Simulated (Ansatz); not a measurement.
Base system: ZnSe in the zinc blende structure (space group F-43m, No. 216; a = 5.6661 Å). Axes: x, y, z lie along the cube axes.

Perturbation: the cell is compressed by 1.76 % along y with no lateral relaxation; the atoms relax in the strained cell.

The values are results of Ansatz (an electronic-structure program), r2SCAN, PAW, cutoff 500 eV, no spin-orbit coupling, earlier PAW set, not measurements.

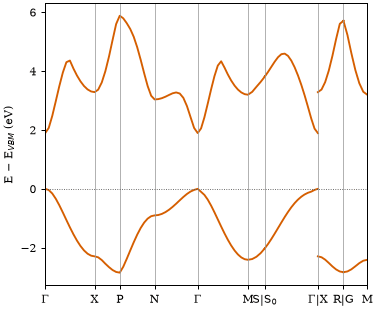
*Highest valence and lowest conduction band along the path of the changed cell's own zone*

Q: From the figure, how large is the changed gap, and is it direct?

A: About 1.9 eV, direct at Γ.

Stability against distortions was not tested. k-point labels follow each cell's own Brillouin zone.
